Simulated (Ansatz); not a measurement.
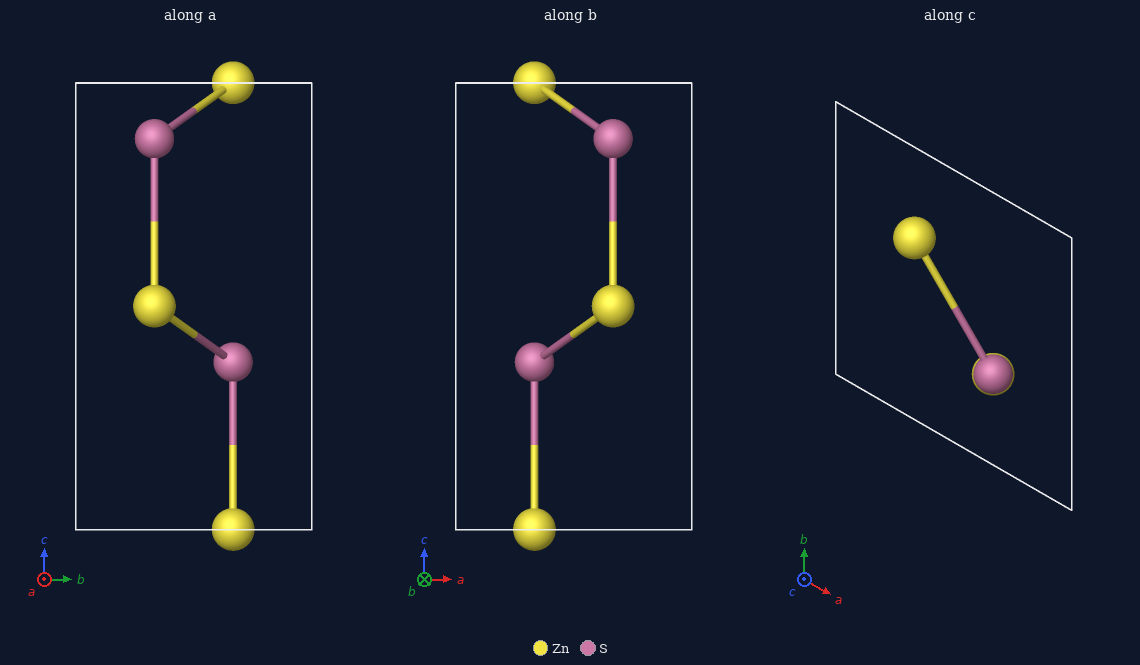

The figure gives a ball-and-stick picture of the atoms, viewed along the a axis, along the b axis and along the c axis. The parallelepiped is the conventional unit cell.

Lattice parameters: a = 3.845 Å, b = 3.845 Å, c = 6.306 Å, α = 90.00°, β = 90.00°, γ = 120.00°.

> Convert the drawing into a table of Wyckoff sites.

Space group P6_3mc (No. 186).
```csv
atom,site,x,y,z
Zn,2b,0.3333,0.6667,0.0007
S,2b,0.3333,0.6667,0.3753
```

Its origin is a structure type filled with these elements by a generator (whether the compound takes this form wasn't checked). Earlier steps of the study may have refined or changed the cell and positions. An electronic-structure calculation with Ansatz was run on it.
